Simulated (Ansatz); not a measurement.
A series of calculations on C$_{2}$H$_{3}$BS

### Relaxation

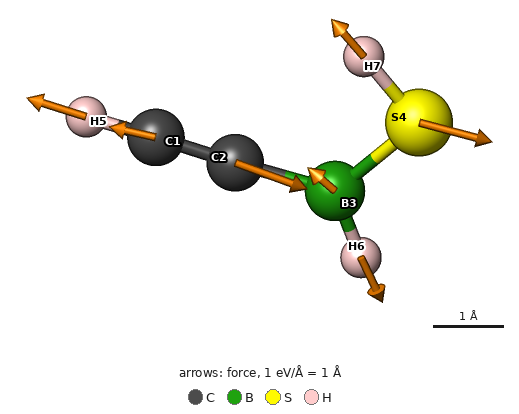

Starting geometry of C₂H₃BS with the computed forces as orange arrows. The picture is a ball-and-stick view, seen at a tilt.

The run prepares an end point of a later path (torsion) calculation, from a guessed geometry.

All numbers below come from Ansatz, RKS B3LYP/cc-pVDZ.

Input
```yaml
crystal:
  periodic: [false, false, false]
  atoms:
    - { symbol: C, position_ang: [-1.55739, -0.03982, -0.91488] }
    - { symbol: C, position_ang: [-0.6997, 0.07393, -0.0753] }
    - { symbol: B, position_ang: [0.40779, 0.1977, 0.93131] }
    - { symbol: S, position_ang: [2.08019, -0.1531, 0.46304] }
    - { symbol: H, position_ang: [-2.32294, -0.13035, -1.63026] }
    - { symbol: H, position_ang: [0.22179, 0.52196, 2.03861] }
    - { symbol: H, position_ang: [1.87026, -0.47034, -0.81253] }
basis:
  gaussian: { orbitals: cc-pVDZ }
hamiltonian:
  xc: b3lyp
relax:
  f_tol: 0.015
  max_steps: 40
```

Launched with:
```bash
ansatz run input.yaml --threads 1 --pin off --max-ram 2048MiB --backend cpu --events-out ev --progress --plain --runs-dir out
```

**What follows when this structure is relaxed?**

It isn't relaxed: the largest force vector, on C2, is 1.13 eV/Å. The final displacements follow the starting forces only in part (cosine between the two patterns 0.30). After 5 geometry steps the energy has fallen by 1.52 kcal/mol. The largest force component goes from 0.83 to 0.0033 eV/Å. The atom that moves furthest after the best rigid fit is H7 (0.12 Å). Largest moves by element: H 0.12 Å, S 0.07 Å, C 0.06 Å, B 0.03 Å. Some distances before and after: B3–H6 1.169 → 1.201 Å, S4–H7 1.331 → 1.360 Å, B3–S4 1.772 → 1.797 Å, C1–H5 1.052 → 1.074 Å. Among the angles between lasting bonds that change: C2–B3–S4 120.2° → 123.2°, S4–B3–H6 117.1° → 114.8°.

### Relaxation

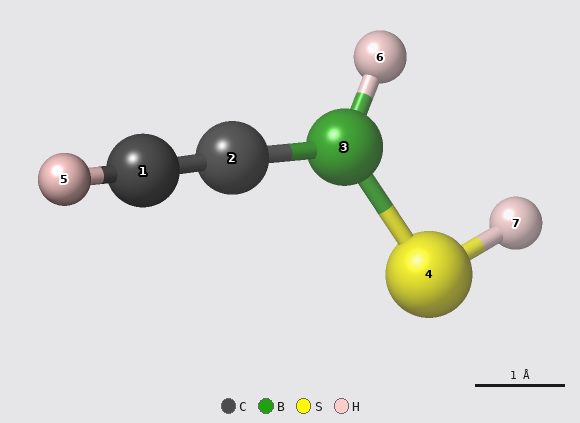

Starting structure of C2H3BS. Style: ball-and-stick. Shown at a tilt.

The run prepares an end point of a later path (torsion) calculation, from a guessed geometry.

The calculation used Ansatz 0.2.0, RKS B3LYP/cc-pVDZ.

Input
```yaml
crystal:
  periodic: [false, false, false]
  atoms:
    - { symbol: C, position_ang: [-1.55739, -0.03982, -0.91488] }
    - { symbol: C, position_ang: [-0.6997, 0.07393, -0.0753] }
    - { symbol: B, position_ang: [0.40779, 0.1977, 0.93131] }
    - { symbol: S, position_ang: [2.08019, -0.1531, 0.46304] }
    - { symbol: H, position_ang: [-2.32294, -0.13035, -1.63026] }
    - { symbol: H, position_ang: [0.22179, 0.52196, 2.03861] }
    - { symbol: H, position_ang: [2.67104, 0.08424, 1.63195] }
basis:
  gaussian: { orbitals: cc-pVDZ }
hamiltonian:
  xc: b3lyp
relax:
  f_tol: 0.015
  max_steps: 40
```

Command:
```bash
ansatz run input.yaml --threads 1 --pin off --max-ram 2048MiB --backend cpu --events-out ev --progress --plain --runs-dir out
```

### Predict the outcome.

After 4 geometry steps the energy has fallen by 6.41 kJ/mol. The largest force component goes from 1 to 0.014 eV/Å. H6 moves most after the best rigid fit: 0.050 Å. By element the largest moves are H 0.050 Å, S 0.041 Å, C 0.036 Å, B 0.014 Å. Some distances before and after: B3–H6 1.169 → 1.200 Å, B3–S4 1.772 → 1.801 Å, S4–H7 1.331 → 1.359 Å, C1–H5 1.052 → 1.074 Å. Among the angles between lasting bonds that change: S4–B3–H6 117.1° → 119.9°.

The structure at the end:

```xyz
7

C    -1.5767   -0.0376   -0.9185
C    -0.6767    0.0635   -0.1005
B     0.4214    0.1971    0.9357
S     2.1185   -0.1609    0.4514
H    -2.3675   -0.1270   -1.6390
H     0.1796    0.5342    2.0619
H     2.7022    0.0855    1.6534
```

### Path

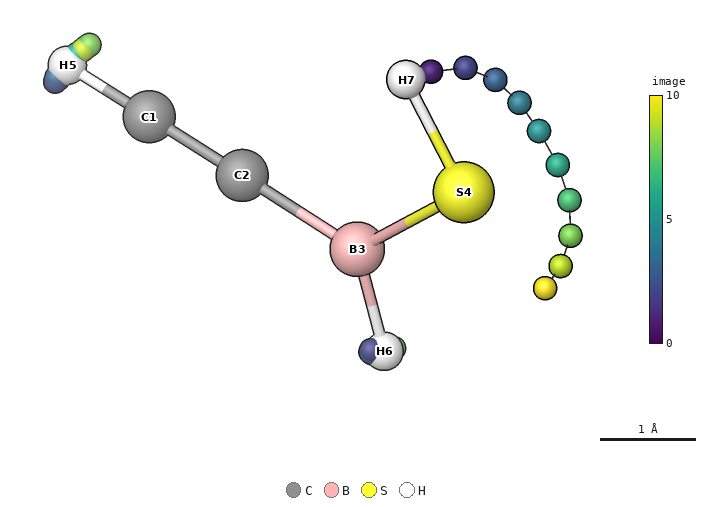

A search for the minimum-energy path of C₂H₃BS by the nudged elastic band. Images are numbered from 0 (start) to 10 (end). The start is drawn whole; smaller spheres mark the moving atoms (H) in the later images, joined by lines and coloured by the number of the image. The picture is a ball-and-stick view, seen at a tilt.

The calculation used Ansatz 0.2.0, RKS B3LYP/cc-pVDZ.

Input
```yaml
crystal:
  periodic: [false, false, false]
  atoms:
    - { symbol: C, position_ang: [-1.616504, -0.031751, -0.916501] }
    - { symbol: C, position_ang: [-0.706293, 0.06508, -0.108956] }
    - { symbol: B, position_ang: [0.412905, 0.188978, 0.90217] }
    - { symbol: S, position_ang: [2.134526, -0.147452, 0.510322] }
    - { symbol: H, position_ang: [-2.418622, -0.116245, -1.625042] }
    - { symbol: H, position_ang: [0.20993, 0.523372, 2.037484] }
    - { symbol: H, position_ang: [1.984059, -0.482001, -0.799487] }
basis:
  gaussian: { orbitals: cc-pVDZ }
hamiltonian:
  xc: b3lyp
neb:
  order_check: false
  images: 9
  f_tol: 0.05
  max_iterations: 40
  initial_path: idpp
  final_atoms:
    - { symbol: C, position_ang: [-1.91697301, 0.013663, -0.89760328] }
    - { symbol: C, position_ang: [-0.86543013, 0.04047885, -0.27875853] }
    - { symbol: B, position_ang: [0.4258195, 0.08213054, 0.51377805] }
    - { symbol: S, position_ang: [1.96588772, -0.34767486, -0.31476937] }
    - { symbol: H, position_ang: [-2.84125754, -0.01038195, -1.44307777] }
    - { symbol: H, position_ang: [0.43746647, 0.393876, 1.67276695] }
    - { symbol: H, position_ang: [2.794488, -0.17211057, 0.74765395] }
```

Run as
```bash
ansatz run input.yaml --threads 1 --pin off --max-ram 2048MiB --backend cpu --events-out ev --progress --plain --runs-dir out
```

What moves, how far, and at what cost in energy?

Answer. The motion is a rotation about the B3–S4 bond by about 180°, with a turn of about 180° about C1–C2. No bond forms or breaks between the ends. Among the angles between lasting bonds that change up to the highest image: B3–S4–H7 98.6° → 91.4°, S4–B3–H6 114.8° → 119.4°. The energy climbs by 0.79 eV to image 5 and then falls by 0.77 eV, so the end point sits at +0.02 eV. The band converged in 8 iterations. The largest component of the band force went from 2.2 to 0.03 eV/Å. The climbing image converged on the top of the path. Its vibrational analysis gives one imaginary mode (605i cm⁻¹), as a transition state must have.

Cost: 3.8 min on 1 thread of Arm Neoverse V1 (shared host), peak memory 0.14 GiB.
